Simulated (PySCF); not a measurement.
Si(H)(Vi)(NH2)2, SMILES C=C[SiH](N)N at its CAM-B3LYP/def2-SVP optimised geometry (Å):

```
13

Si     0.0221    -1.6824     0.0000
N     -0.7098    -2.4192    -1.3754
N     -0.3922    -2.5657     1.4177
C     -0.5813     0.0924     0.0000
C     -1.1715     0.6433     1.0627
H      1.5182    -1.6824     0.0000
H     -1.0679    -1.8654    -2.1440
H     -0.5017    -3.3708    -1.6548
H     -1.3456    -2.8202     1.6472
H      0.2438    -2.6754     2.1973
H     -0.4394     0.7230    -0.8887
H     -1.5182     1.6824     1.0762
H     -1.3327     0.0639     1.9787
```

Method: CAM-B3LYP/def2-TZVP in PySCF. Cells within 0.4 Å of a nucleus heavier than hydrogen are left out (blank, or x).

Map of the electron localisation function on the plane z = 1.2 Å:

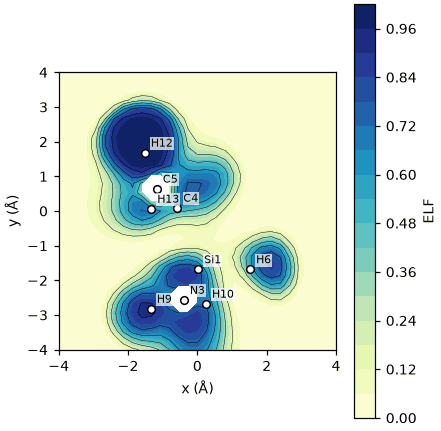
*Electron localisation function on the plane z = 1.2 Å.*
